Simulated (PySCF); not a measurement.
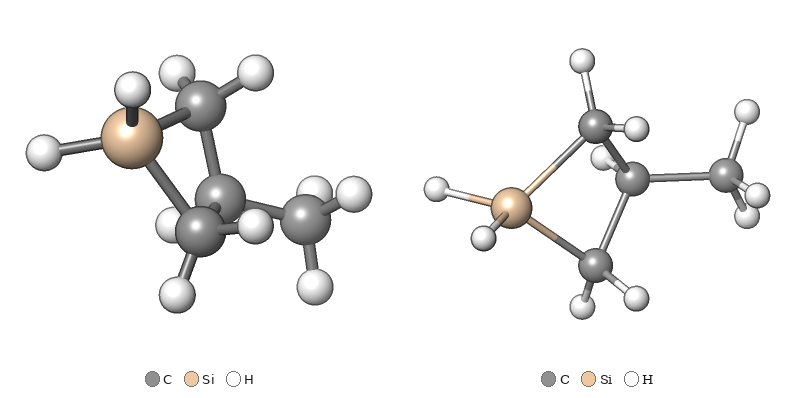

Two views of one molecule.

The computed structure is the end point of a PBE0-D3(BJ)/def2-SVP optimisation. No frequency run is at hand to confirm it as a minimum.

**Count the atoms of each element.**

C₄H₁₀Si, 15 atoms: 4 carbon, 10 hydrogen and 1 silicon.

**How many bonds of each kind are drawn?**

8 C–H, 3 C–C, 2 C–Si, 2 Si–H.

**Which point group does it belong to?**

Cs.

**Name some functional groups or characteristic bonds that it holds.**

Among them: Si–H bond.

More results for the same structure follow; atom numbers are the same in all pictures, views and colours differ.

**Geometry**

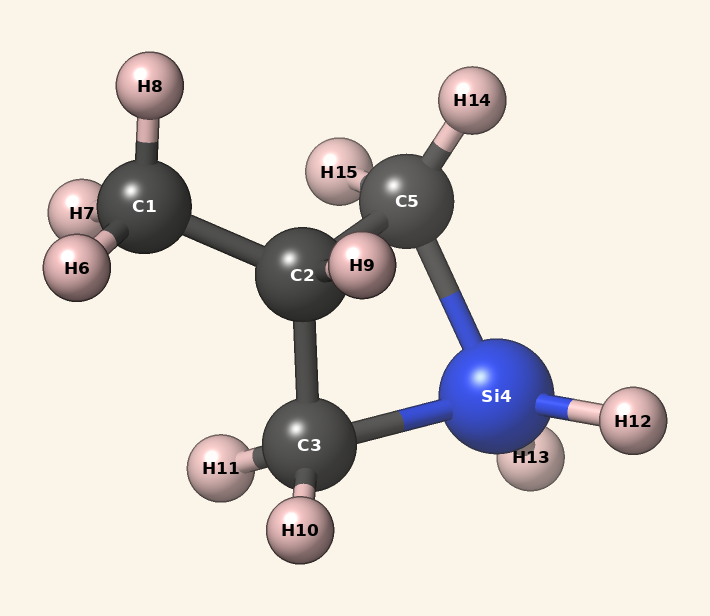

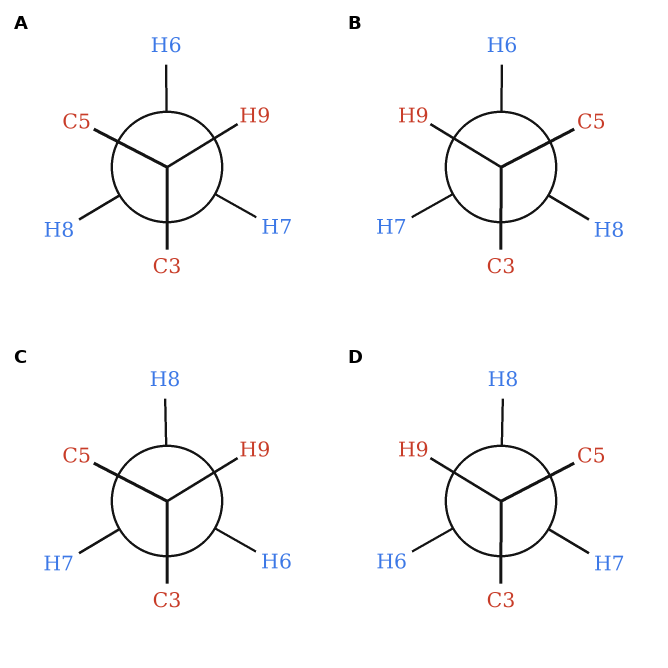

Atoms fade into the background with distance from the viewer. Bonds that would overlap in a projection are set slightly apart. No frequency run is at hand to confirm it as a minimum.

**Which Newman projection shows the view along C2–C1, with C2 in front?**

D. The torsion angle C3–C2–C1–H6 is 60°, synclinal (gauche).

**Excitation**

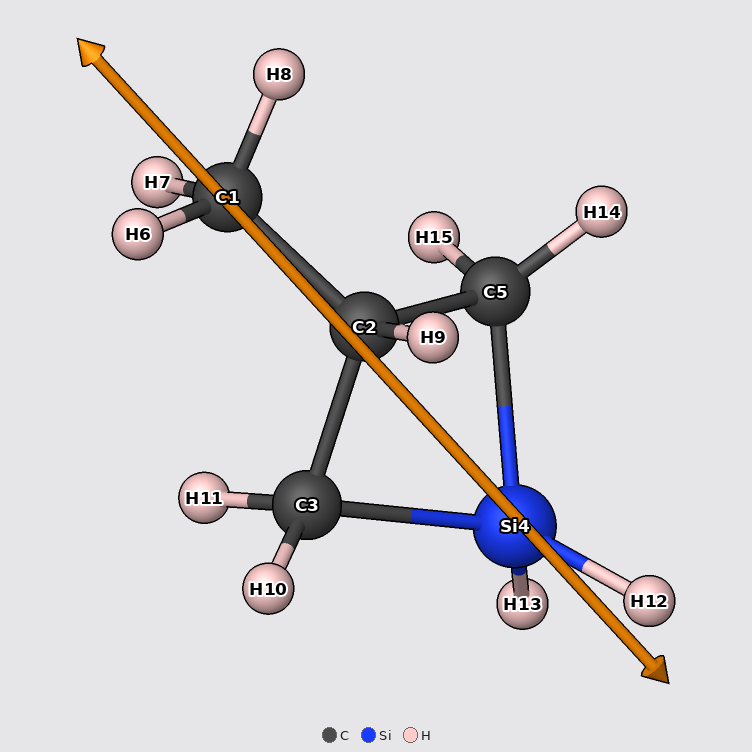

The double arrow shows the direction of the transition dipole to excited singlet state 7 (its length means nothing). No frequency run is at hand to confirm it as a minimum. Level of theory: TDDFT LC-wPBE/def2-SVPD, vertical, gas phase, core orbitals frozen in the response (PySCF 2.14.0).

**How is the transition polarised?**

Close to the long direction C1···Si4.

**Give its energy, strength and character.**

8.95 eV (139 nm), oscillator strength 0.24, mainly HOMO → LUMO+2 (weight 0.64); transition dipole 2.64 D.

**Charges**

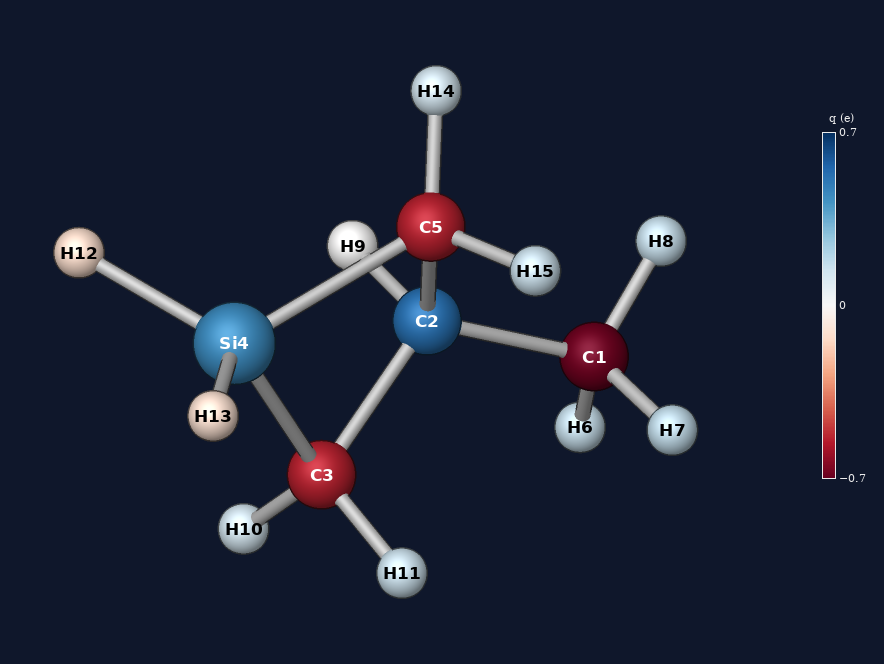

Atoms are coloured by their ESP-fitted charges. No frequency run is at hand to confirm it as a minimum. Properties computed with PBE0/IGLO-III, gas phase (PySCF 2.14.0).

**Which atom carries the highest charge (most positive or least negative)?**

C2 (0.52 e).

**And the lowest?**

C1 (−0.68 e).

List the ESP-fitted charges.

| atom | value (e) |
| --- | --- |
| C1 | −0.68 |
| C2 | 0.52 |
| C3 | −0.54 |
| Si4 | 0.44 |
| C5 | −0.54 |
| H6 | 0.16 |
| H7 | 0.17 |
| H8 | 0.16 |
| H9 | 0.00 |
| H10 | 0.13 |
| H11 | 0.14 |
| H12 | −0.12 |
| H13 | −0.11 |
| H14 | 0.12 |
| H15 | 0.15 |

**Ring current**

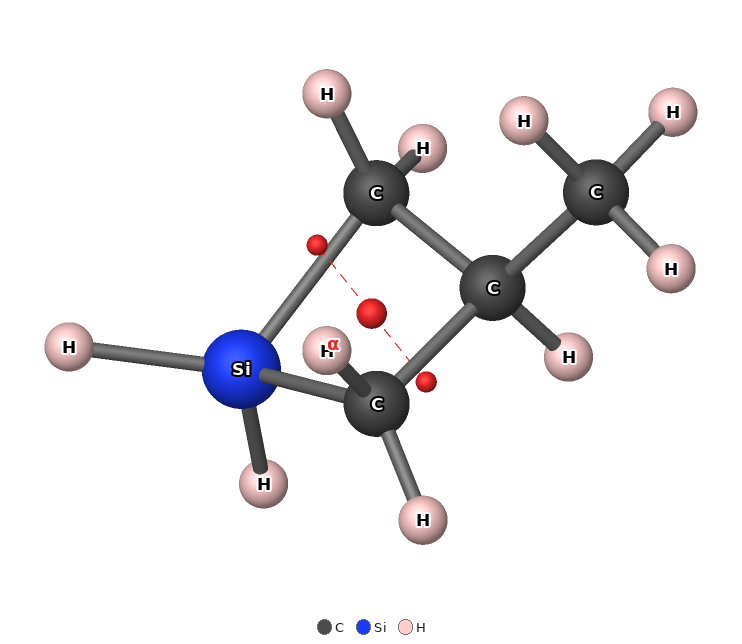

The small points mark where nucleus-independent chemical shifts (NICS) were computed: at the centre of each lettered ring and 1 Å above and below it. No frequency run is at hand to confirm it as a minimum. Properties computed with GIAO PBE0/cc-pVTZ NMR shielding, non-relativistic, gas phase (PySCF 2.14.0).

Give NICS(0), NICS(1) and the out-of-plane component NICS(1)zz for each ring (means of the two sides).

| ring | members | NICS(0) | NICS(1) | NICS(1)zz |
| --- | --- | --- | --- | --- |
| α | C3Si | −3.3 | −2.2 | 3.6 |

Values in ppm.

**NMR shielding**

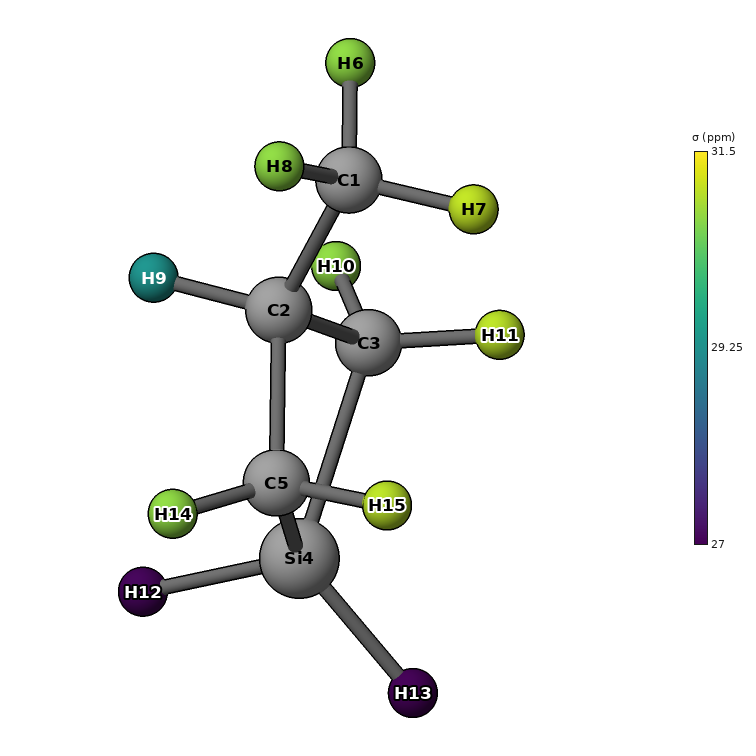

Atoms are coloured by their isotropic NMR shieldings (H only, the others grey). No frequency run is at hand to confirm it as a minimum. Properties computed with GIAO PBE0/6-31G* NMR shielding, non-relativistic, gas phase (PySCF 2.14.0).

**Which H atom is the most shielded (lowest chemical shift)?**

H7 (31.05 ppm).

**Which H atom is the least shielded (highest chemical shift)?**

H13 (27.05 ppm).

**How wide is the range of H shifts?**

4.00 ppm.

Give the isotropic NMR shieldings of the H atoms atom by atom.

| atom | σ (ppm) |
| --- | --- |
| H6 | 30.74 |
| H7 | 31.05 |
| H8 | 30.73 |
| H9 | 29.29 |
| H10 | 30.74 |
| H11 | 31.01 |
| H12 | 27.08 |
| H13 | 27.05 |
| H14 | 30.73 |
| H15 | 31.02 |
